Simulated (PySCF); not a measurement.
Molecule: SMILES [OH][Al]([OH])[S][SiH3] (H5AlO2SSi). Atoms near the plane z = 1.5 Å, at the B3LYP/def2-SVP optimised geometry (x, y, z in Å): Si1 (-2.3, -1.1, 0.0), S2 (-0.3, -1.9, 0.0), Al3 (0.9, -0.1, 0.0), O4 (0.0, 1.4, 0.0), O5 (2.6, -0.1, 0.0), H7 (-3.2, -2.3, 0.0), H8 (-2.5, -0.3, 1.2), H9 (0.4, 2.3, 0.0), H10 (3.2, -0.9, 0.0).

Method: B3LYP/def2-TZVP (PySCF 2.14.0). The values are rescaled to run from 0 to 1.

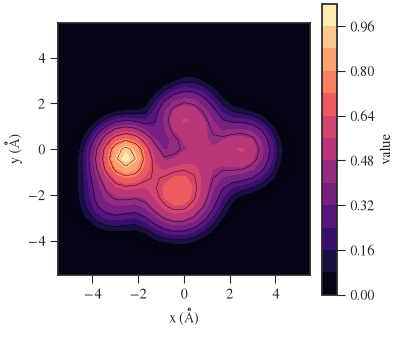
a field on the plane z = 1.5 Å.

Q: Which quantity is mapped?
(A) electrostatic potential
(B) an orbital amplitude
(C) deformation density (molecule minus spherical neutral atoms)
(D) log10 of the electron density

A: D, log10 of the electron density. In full: log10 of the electron density (e/bohr³), floored at −4.
